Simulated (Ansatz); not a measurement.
Correcting a cheap level on molecular compounds of Al

The atomisation energy (no zero-point term) in kJ/mol of 7 molecular compounds of Al: x at HF/def2-TZVPP, y at CCSD(T)/CBS estimate. Shapes, held fixed at every level: PBE0-D4/def2-TZVP. Flexible molecules stand in one conformer, not always the lowest. Programs: Ansatz 0.2.0.

```
                                molecule  x (kJ/mol)  y (kJ/mol)
    C2HAlClF (SMILES C#[C][Al]([F])[Cl])        1934        2614
AlSiH3OF2 (SMILES [F][Al]([F])[O][SiH3])        2347        3127
         C2H7AlS (SMILES [CH3][AlH][S]C)        2866        3801
     C3H8AlCl (SMILES C[CH](C)[AlH][Cl])        3638           ?
       C3H10AlN (SMILES CC(C)[NH][AlH2])        4039        5442
  C4H9Al (SMILES C=[CH][Al]([CH3])[CH3])        4058        5336
C3H9AlO2 (SMILES C[CH](C)[Al]([OH])[OH])        4339        5893
```

Problem. Fit y = c + s·x to the known rows and predict y for C3H8AlCl.

Solution. 
1. Means of the 6 rows: x = 3263.83, y = 4368.8.
2. Σ(Δx)² = 5154879, Σ(Δx·Δy) = 6936801, so the slope is 6936801/5154879 = 1.3457.
3. Intercept: 4368.8 − (1.3457) × 3263.83 = -23.3. The largest residual of the fit is 102.
4. C3H8AlCl: -23.3 + 1.3457 × 3638 = 4872 kJ/mol.

CCSD(T)/CBS estimate gives 4758 kJ/mol, so the prediction is off by +114 kJ/mol, about the largest residual. Uncorrected, HF/def2-TZVPP misses it by -1120 kJ/mol, and the other rows by 1105 on average. The line removes about 90 % of this miss. Left out in turn, the other rows are missed by 72 kJ/mol on average. The CBS estimate extrapolates MP2 from def2-TZVPP and def2-QZVPP and adds CCSD(T) − MP2 in the triple-zeta set, cores frozen.

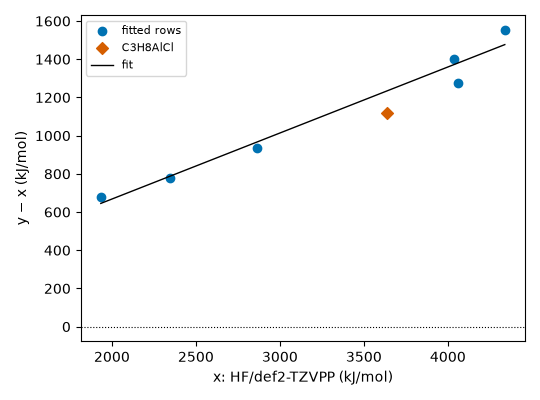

The correction y − x against x, with the fitted line and the withheld molecule.
